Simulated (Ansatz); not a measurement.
# Σ3 (111) boundary in fcc Ir, starting shift (0, 0.5): structure and resistance, part 2 of 3

Aim: the relaxed structure and the specific resistance of the Σ3 (111) boundary in fcc Ir, starting shift (0, 0.5).

Ansatz 0.2.0; Ansatz plane-wave DFT, PBE, PAW files; relaxation of a bicrystal slab with its lowest layers held; PAW set soft_1 (the session's first sound run).

So far. Step 2 (Relaxing the bicrystal): The largest force component on a free atom ends at 0.012 eV/Å, under the tolerance of 0.03, after 7 steps.

## (3) Transmission across the boundary

This step: Ansatz plane-wave DFT, PBE, PAW files; ballistic transport by layer matching (Landauer), zero bias; boundary relaxed in a short slab, bulk layers laid on; PAW set soft_1 (Ansatz 0.2.0).

System of this step: Σ3 (111) boundary in fcc Ir, starting shift (0, 0.5). The cell holds 19 atoms: 19 Ir. Cell: a = 2.715 Å, b = 2.715 Å, c = 47.989 Å, α = 90.0°, β = 90.0°, γ = 120.0°. It derives from Ir. Regions: lower grain, 8 atoms (8 Ir); boundary, 4 atoms (4 Ir); upper grain, 7 atoms (7 Ir). Vacuum lies along c.

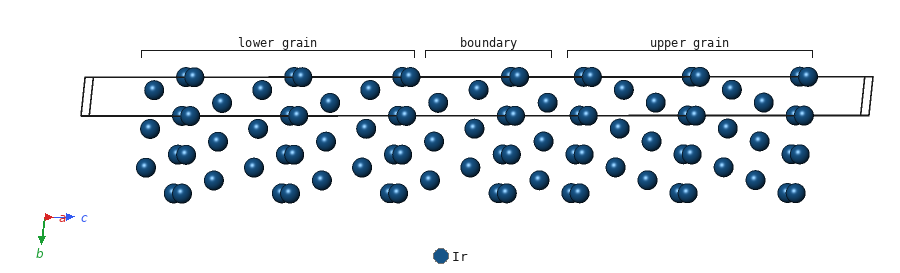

The cell of this step (iridium blue). 1×3×1 cells are drawn. Some periodic images of atoms are drawn too.

input.yaml reads:

```yaml
crystal:
  lattice:
    - [2.7148657757, 0.0, 0.0]
    - [-1.3574328878, 2.3511427296, 0.0]
    - [0.0, 0.0, 47.9885013534]
  atoms:
    - { symbol: Ir, position: [-3.3333333332, -6.6666666666, 0.083353301] }
    - { symbol: Ir, position: [-2.9999999998, -6.0, 0.1295451712] }
    - { symbol: Ir, position: [-2.6666666665, -5.3333333333, 0.1757370414] }
    - { symbol: Ir, position: [-2.3333333332, -4.6666666666, 0.2219289115] }
    - { symbol: Ir, position: [-1.9999999999, -4.0, 0.2681207817] }
    - { symbol: Ir, position: [-1.6666666666, -3.3333333333, 0.3143126518] }
    - { symbol: Ir, position: [-1.3333333332, -2.6666666666, 0.360504522] }
    - { symbol: Ir, position: [-0.9999999999, -2.0, 0.4066963921] }
    - { symbol: Ir, position: [0.3333333334, 0.6666666667, 0.4528882623] }
    - { symbol: Ir, position: [0.6657157966, 0.3328578983, 0.4993980174] }
    - { symbol: Ir, position: [-0.0005703083, -0.0002851541, 0.546154653] }
    - { symbol: Ir, position: [0.3331977322, 0.6665988661, 0.5933036079] }
    - { symbol: Ir, position: [-1.0001356011, -1.0000678005, 0.639495478] }
    - { symbol: Ir, position: [-1.3334689344, -1.6667344672, 0.6856873482] }
    - { symbol: Ir, position: [-1.6668022677, -2.3334011339, 0.7318792183] }
    - { symbol: Ir, position: [-2.000135601, -3.0000678005, 0.7780710885] }
    - { symbol: Ir, position: [-2.3334689344, -3.6667344672, 0.8242629586] }
    - { symbol: Ir, position: [-2.6668022677, -4.3334011339, 0.8704548288] }
    - { symbol: Ir, position: [-3.000135601, -5.0000678005, 0.916646699] }
kpoints:
  mp_grid: { grid: [11, 11, 1] }
hamiltonian:
  xc: pbe
  pseudopotentials: { kind: paw, azcp: { folder: soft_1 } }
scf:
  occupations: { method: fermi_dirac, width: 0.1 }
output:
  transmission:
    leads: [[5, 6], [14, 15]]
    kmesh: [26, 26]
    e_range: [-0.1, 0.1]
    de: 0.05
  write_potential: true
  write_density: true
  volumetric_format: npy
  elf: true
```

On the command line:

```
$ ansatz run input.yaml --threads 4 --pin off --max-ram 15360MiB --backend cpu --events-out ev --progress --plain --runs-dir out
```

Numbers of over 12 decimals in the logs are rounded to 6 here.

The log of the run:

```text
[...]
Crystal: 19 atoms, lattice volume = 306.312 Å³
Basis set: ecut = 420 eV, 6035 PW (Γ)
Bands: 194, of which v1, the nominal top of the filled ones, is band 162 counted from 1 (161 counted from 0)
Symmetry: 2 space group operations
[...]
k-points: 36 of 121 (time reversal used)
[...]
SCF iter  11: F=-226797.961359 eV  HF=-226797.961359 eV  |F-HF|=1.31e-9  |Δ(HF+E_count)|=   1.39e-8  Δρ=1.34e-6  dr2=5.07e-9  ethr=3.10e-11  ⟨swp⟩=11.0  Hψ=19614  notcnv=0
SCF 1 converged in 11 iterations: F = -226797.961359 eV  dr2 = 5.07e-9
[...]
transmission: 844 of 8418 steps passed
transmission: 1684 of 8418 steps passed
[...]
transmission: 8418 of 8418 steps passed
WARN: The output density's exchange-correlation potential varies sharply where the density is thin. Do not read a vacuum level from v_tot or v_xc, or from such a field of the output density. On a cell that repeats whose density bears no net charge and no dipole along the vacuum's axis use v_es (v_loc + v_h of the components); under efield.dipole_correction with no amplitude use v_es + v_field, which holds any externa [...]
SCF converged after 11 iterations
Free energy (F): -226797.961359 eV
[...]
Internal energy: -226797.270757 eV  (E = F + TS)
E sigma→0 (E₀):  -226797.616058 eV
Entropy (-TS):   -0.690602 eV (-36.347 meV/atom)
Fermi energy:    21.921433 eV
[...]
--- Band table (eV; the first three rows and the last of 36) ---
  k-point 0: bands = [... 158 lower, 20.7082, 20.7082, 20.7419, 20.7420, 20.7441, 20.7472, 20.8713, 20.8722, ... 28 higher]
  k-point 1: bands = [... 158 lower, 20.4728, 20.5963, 20.6656, 20.6849, 20.7696, 20.7752, 20.8330, 20.8969, ... 28 higher]
  k-point 2: bands = [... 158 lower, 20.2092, 20.3211, 20.3787, 20.5479, 20.5826, 20.7496, 20.7914, 20.9286, ... 28 higher]
  k-point 35: bands = [... 158 lower, 22.6597, 22.6730, 22.7209, 22.7586, 22.7741, 22.8074, 22.8846, 22.9742, ... 28 higher]
--- Transmission ---
  basis      : 55 plane waves across, 46 finite elements along
  points     : 183, standing for a mesh of 26 x 26
  energies   : 5 from -0.100000 to 0.100000 eV about the Fermi level, 0.050000 eV apart; the leads are filled to 0.000000 eV, and channels, transmission and decay are at 0.000000 eV
  crystal 0  : Ir1, at the sites [5, 6], period 2.2167 Å, over 19.95 Å; its Hamiltonian steps by up to 8.9 meV
    offset         : up to 0.0000 Å between an atom of the period and one for which it stands
    channels       : 1.556213e0 a spin
    conductance    : none, the energies end too early or step too widely for 300 K: set another output.transmission.e_range or a lower de, or, where they end at an eighth of basis.ecutwfc, a higher one
    slowest decay  : 0.0367 /Å at (0.2308, 0.3846)
[...]
channels       : 1.556213e0 a spin
[...]
slowest decay  : 0.0403 /Å at (0.2308, 0.3846)
  junction   : crystal 0 to crystal 1, 13.28 to 34.71 Å
    transmission   : 1.318673e0 a spin
[...]
```

Wall time 3.3 min (4 threads of Arm Neoverse V1, shared host); peak memory 2.9 GiB.

Reading the cycles: dr2 is the Hartree energy of the density residual (eV), the measure of convergence; HF is the Harris–Foulkes estimate of the energy, which meets the free energy F at convergence.

Numbers from this step:

```yaml
free_energy: -226797.9614 eV
energy_at_zero_smearing: -226797.6161 eV
fermi_energy: 21.92 eV
cell_area: 6.383 Å²
transmission_per_spin_nearest_the_fermi_level: 1.319
open_channels_per_spin_nearest_the_fermi_level: 1.556
open_channels_per_spin_upper_lead: 1.556
step_of_the_lead_s_potential: 8.9 meV
step_of_the_upper_lead_s_potential: 9.6 meV
```

Per spin. Table of transmission, zone mean by energy, zero at the Fermi level:

```
energy (eV)  transmission, zone mean
    -0.1000                     1.25
    -0.0500                     1.30
     0.0000                     1.32
     0.0500                     1.38
     0.1000                     1.38
```

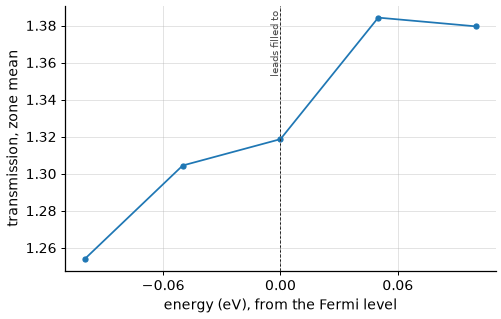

Transmission, zone mean against energy.

Per spin. The open channels, zone mean, lead = upper lead by energy, zero at the Fermi level:

```
energy (eV)  open channels, zone mean, lead = upper lead
    -0.1000                                         1.45
    -0.0500                                         1.52
     0.0000                                         1.56
     0.0500                                         1.58
     0.1000                                         1.59
```

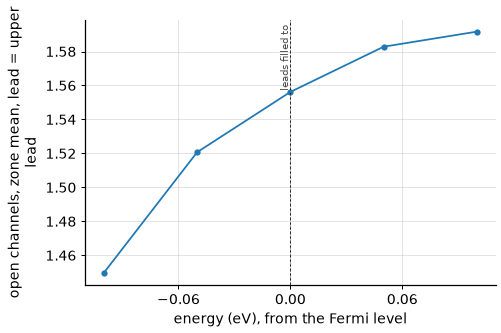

Open channels, zone mean, lead = upper lead, plotted against energy.

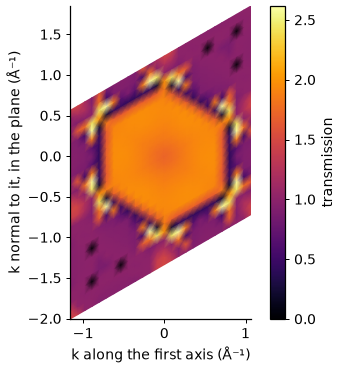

Transmission over k1 and k2. At 0.0000 eV from the Fermi level.

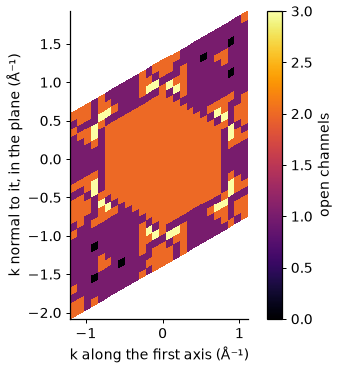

Open channels over k1 and k2. At 0.0000 eV from the Fermi level.

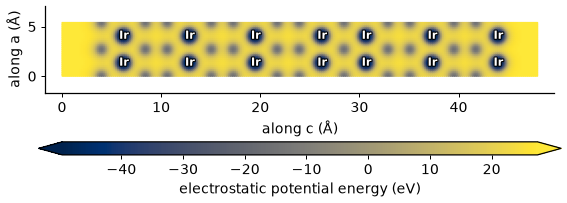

Electrostatic potential energy in the ca plane at fractional y = 0.000, with atoms of Ir within 0.2 Å of it. With pseudopotentials it is smooth inside the atoms' cores, unlike the true potential. The map starts off the cell's origin, so that atoms lie inside it.

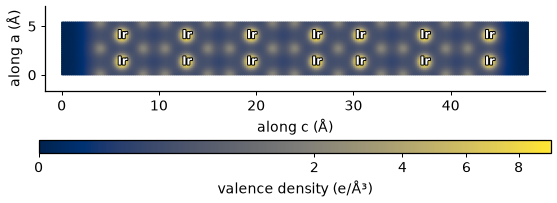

Valence density in the ca plane at fractional y = 0.000, with atoms of Ir within 0.2 Å of it. It is the smooth field of the valence electrons, not physical close to the nuclei. The map starts off the cell's origin, so that atoms lie inside it. The colour scale is stretched toward low values.

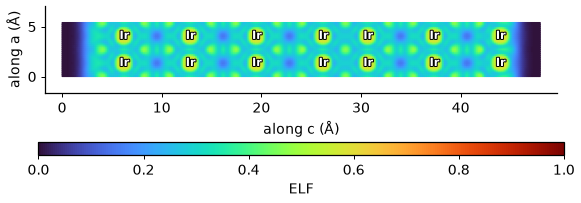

ELF in the ca plane at fractional y = 0.000, with atoms of Ir within 0.2 Å of it. It is the smooth field of the valence electrons, not physical close to the nuclei. The map starts off the cell's origin, so that atoms lie inside it.

Over the solved energies the transmission per spin lies between 1.25 and 1.38, out of 1.54 channels of the lead on average (up to 1.59).

## (4) Specific resistance

This step: Ansatz plane-wave DFT, PBE, PAW files; ballistic transport by layer matching (Landauer), zero bias; specific resistance of the boundary; PAW set soft_1 (Ansatz 0.2.0).

This step gave:

| Property | Result |
| --- | --- |
| area resistance | 0.08539 fΩ m² |
| T over the leads' mean channel count | 0.8623 |

Averaged over the energies near the Fermi level, 86.2 % of the channels pass, which makes 0.0854 fΩ m².

By hand, with T and the leads' channels N averaged over the energies near the Fermi level: RA = A (h/2e²)(1/T − ½[1/N₁ + 1/N₂]) = 6.383×10⁻²⁰ m² × 12 906 Ω × (1/1.328 − ½[1/1.540 + 1/1.540]) = 0.0854 fΩ m².

## (5) Single-crystal slab for reference

This step: Ansatz plane-wave DFT, PBE, PAW files; relaxation of a single-crystal slab with its lowest layers held; PAW set soft_1 (Ansatz 0.2.0).

System of this step: Ir slab, plane (1, 1, 1). The cell holds 8 atoms: 8 Ir. Cell: a = 2.715 Å, b = 2.715 Å, c = 26.517 Å, α = 90.0°, β = 90.0°, γ = 120.0°. It derives from Ir. Vacuum lies along c.

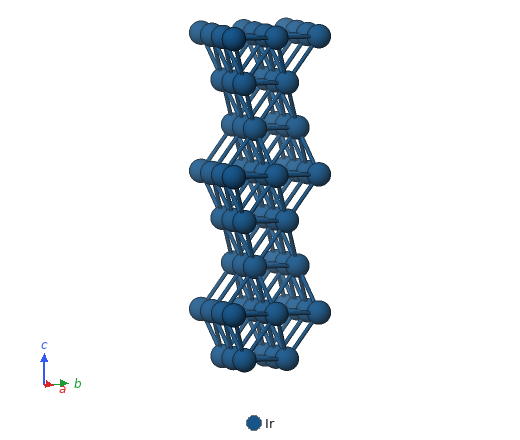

The cell of this step (iridium blue). 3×2×1 cells are drawn. Some periodic images of atoms are drawn too.

input.yaml reads:

```yaml
crystal:
  lattice:
    - [2.7148657757, 0.0, 0.0]
    - [-1.3574328878, 2.3511427296, 0.0]
    - [0.0, 0.0, 26.5167503645]
  atoms:
    - { symbol: Ir, position: [0.6666666668, 0.3333333333, 0.1885600585] }
    - { symbol: Ir, position: [1.0e-10, 1.0, 0.2721554687] }
    - { symbol: Ir, position: [0.3333333334, 0.6666666667, 0.3557508789] }
    - { symbol: Ir, position: [0.6666666667, 0.3333333333, 0.4393462891] }
    - { symbol: Ir, position: [0.0, 1.0, 0.5229416992] }
    - { symbol: Ir, position: [0.3333333334, 0.6666666667, 0.6065371094] }
    - { symbol: Ir, position: [0.6666666667, 0.3333333333, 0.6901325196] }
    - { symbol: Ir, position: [0.0, 0.0, 0.7737279298] }
kpoints:
  mp_grid: { grid: [10, 10, 1] }
hamiltonian:
  xc: pbe
  pseudopotentials: { kind: paw, azcp: { folder: soft_1 } }
scf:
  occupations: { method: fermi_dirac, width: 0.1 }
relax:
  f_tol: 0.03
  max_steps: 80
  constraints: [{ sites: [0, 1] }]
```

The log of the run:

```text
Warning: crystal.symmetry: narrowed to the stabiliser of the relax constraints — unitary ops 12 → 6; lowered at sites 0, 1, 6, 7 (the operations that carried what is held of a site onto what its image site leaves free; the constrained walk keeps no symmetry that its constraints do not admit)
[...]
Crystal: 8 atoms, lattice volume = 169.257 Å³
Basis set: ecut = 420 eV, 3323 PW (Γ), exchange–correlation on 40×40×360 points (8 copies of the dense FFT grid, shifted against one another)
Bands: 82, of which v1, the nominal top of the filled ones, is band 68 counted from 1 (67 counted from 0)
Symmetry: 6 space group operations
k-points: 14 of 100 (time reversal used)
[...]
SCF iter   7: F=-95492.983074 eV  HF=-95492.983083 eV  |F-HF|=8.92e-6  |Δ(HF+E_count)|=   1.96e-5  Δρ=6.72e-5  dr2=1.85e-5  ethr=1.65e-8  ⟨swp⟩=4.1  Hψ=5379  notcnv=0
SCF 1 converged in 7 iterations: F = -95492.983074 eV  dr2 = 1.85e-5
[...]
relax step   1: F+E_penalty+E_count = -95492.98307443 eV  Δ(F+E_penalty+E_count) = +0.000e0 eV  max|allowed force component| = 3.554e-1 eV/Å  Δτ_max = 0.0000 Å  (7 SCF iters, dr2 threshold 2.25e-5 eV, accepted)
[...]
SCF iter   7: F=-95492.995561 eV  HF=-95492.995562 eV  |F-HF|=6.70e-7  |Δ(HF+E_count)|=   1.02e-6  Δρ=1.53e-5  dr2=9.05e-7  ethr=5.81e-9  ⟨swp⟩=5.0  Hψ=4074  notcnv=0
SCF 2 converged in 7 iterations: F = -95492.995561 eV  dr2 = 9.05e-7
[...]
relax step   2: F+E_penalty+E_count = -95492.99556135 eV  Δ(F+E_penalty+E_count) = -1.249e-2 eV  max|allowed force component| = 3.825e-1 eV/Å  Δτ_max = 0.1909 Å  (7 SCF iters, dr2 threshold 7.90e-6 eV, accepted)
SCF iter   1: F=—  HF=-95493.012156 eV  |F-HF|=—  |Δ(HF+E_count)|=         —  Δρ=3.78e-3  dr2=1.21e-2  ethr=2.08e-4  ⟨swp⟩=4.9  Hψ=2706  notcnv=0  defer=15
[...]
SCF iter   5: F=-95493.011195 eV  HF=-95493.011199 eV  |F-HF|=3.57e-6  |Δ(HF+E_count)|=   1.38e-5  Δρ=3.37e-5  dr2=4.29e-6  ethr=6.72e-9  ⟨swp⟩=4.1  Hψ=5454  notcnv=0
SCF 3 converged in 5 iterations: F = -95493.011195 eV  dr2 = 4.29e-6
relax step   3: F+E_penalty+E_count = -95493.01119497 eV  Δ(F+E_penalty+E_count) = -1.563e-2 eV  max|allowed force component| = 2.650e-2 eV/Å  Δτ_max = 0.0596 Å  (5 SCF iters, dr2 threshold 9.14e-6 eV, accepted)
[...]
SCF iter   4: F=-95493.011198 eV  HF=-95493.011198 eV  |F-HF|=2.94e-9  |Δ(HF+E_count)|=   4.07e-9  Δρ=2.65e-6  dr2=2.75e-8  ethr=7.35e-11  ⟨swp⟩=6.0  Hψ=4533  notcnv=0
SCF 4 converged in 4 iterations: F = -95493.011198 eV  dr2 = 2.75e-8
relax step   4: F+E_penalty+E_count = -95493.01119832 eV  Δ(F+E_penalty+E_count) = -3.342e-6 eV  max|allowed force component| = 2.641e-2 eV/Å  Δτ_max = 0.0000 Å  (4 SCF iters, accepted)
SCF converged after 4 iterations
Free energy (F): -95493.011198 eV
[...]
Internal energy: -95492.745618 eV  (E = F + TS)
E sigma→0 (E₀):  -95492.878408 eV
Entropy (-TS):   -0.265581 eV (-33.198 meV/atom)
Fermi energy:    15.413081 eV
[...]
--- Forces (eV/Å), atoms counted from 1 ---
  atom   1  Ir     0.00000000     0.00000000     0.18108936
  atom   2  Ir     0.00000000    -0.00000000    -0.20801833
  atom   3  Ir    -0.00000000     0.00000000     0.02296374
  atom   4  Ir    -0.00000000     0.00000000    -0.00655665
  atom   5  Ir     0.00000000     0.00000000    -0.01119174
  atom   6  Ir     0.00000000    -0.00000000     0.01490385
  atom   7  Ir    -0.00000000     0.00000000    -0.01958320
  atom   8  Ir    -0.00000000     0.00000000     0.02641193
  max |Σ_I F_I| component: 1.90e-5 eV/Å
--- Relaxed structure (4 steps of the walk, 4 accepted, 0 SCFs on fresh bases) ---
  F+E_penalty+E_count = -95493.01119832 eV   max|allowed force component| = 2.641e-2 eV/Å
  atoms:
    - { symbol: Ir, position: [0.666667, 0.333333, 0.188560] }
    - { symbol: Ir, position: [0.0, 1.000000, 0.2721554687] }
    - { symbol: Ir, position: [0.333333, 0.666667, 0.356133] }
    - { symbol: Ir, position: [0.666667, 0.333333, 0.441216] }
    - { symbol: Ir, position: [0.0, 1.000000, 0.525908] }
    - { symbol: Ir, position: [0.333333, 0.666667, 0.610896] }
    - { symbol: Ir, position: [0.666667, 0.333333, 0.695083] }
    - { symbol: Ir, position: [-2.1319962603871295e-17, 1.0011502028807777e-17, 0.777895] }
```

It took 16 s on 4 threads; peak memory 0.6 GiB.

(Continued in part 3 of 3.)

[Logs are printed without paths, hosts, clocks, repeated set-up lines and the standing remarks that a program may print on its own settings, such as how far it seeks lower states.]

[Hosts, paths, dates, database ids (printed as entryN), source tags and the programs' standing remarks are cut or masked in the printed files.]
